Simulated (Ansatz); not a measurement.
BeS (zinc blende)

Space group F-43m (No. 216); a = b = c = 4.876 Å, α = β = γ = 90.00°

```
atom  site  symmetry       x       y       z
----  ----  --------  ------  ------  ------
S       4c      -43m  0.2500  0.2500  0.2500
Be      4a      -43m  0.0000  0.0000  0.0000
```
(The calculation used a cell of 2 atoms; values per cell refer to that cell.)

Equation-of-state scan: isotropic scaling of the cell above, V₀ being its volume. Symmetry pins the atoms to their sites.

Calculation: PBE (plane waves to 420 eV, PAW, scalar-relativistic; Ansatz, a first-principles code). k mesh 12×12×12 (Γ-centred), Fermi-Dirac smearing 0.05 eV. The energy includes the smearing's −TS. BeS was relaxed with its symmetry unable to fall. ΔE is measured from the relaxed starting cell.

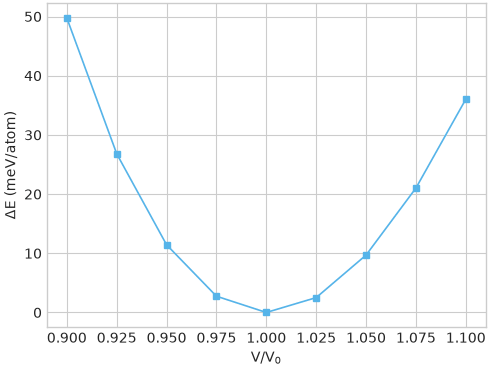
Figure. ΔE (meV/atom) against V/V₀; markers are the computed points, lines only join them.

Task: What is ΔE at V/V₀ = 0.900?

Result: About 50 meV/atom.

Task: What is ΔE at V/V₀ = 1.100?

Result: About 36 meV/atom.

Task: What bulk modulus B₀ follows from a third-order Birch-Murnaghan fit?

Result: About 93 GPa.

(Under strain, the slope of the energy per volume gives the stress and its curvature an elastic modulus.)
